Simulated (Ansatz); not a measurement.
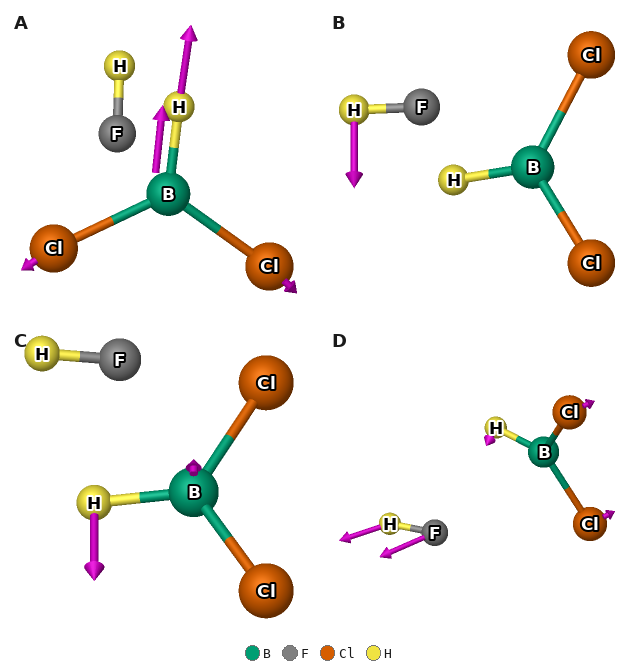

4 normal modes of one molecule or complex, as arrows. Harmonic vibrations computed with RKS PBE0-D4/def2-TZVP (Ansatz 0.2.0) at a stationary point of the same level. It is a saddle point of order 1.

Match the panels to the wavenumbers 90i cm⁻¹, 66 cm⁻¹, 745 cm⁻¹, 1096 cm⁻¹.

Answer. A: 745 cm⁻¹
B: 90i cm⁻¹
C: 1096 cm⁻¹
D: 66 cm⁻¹
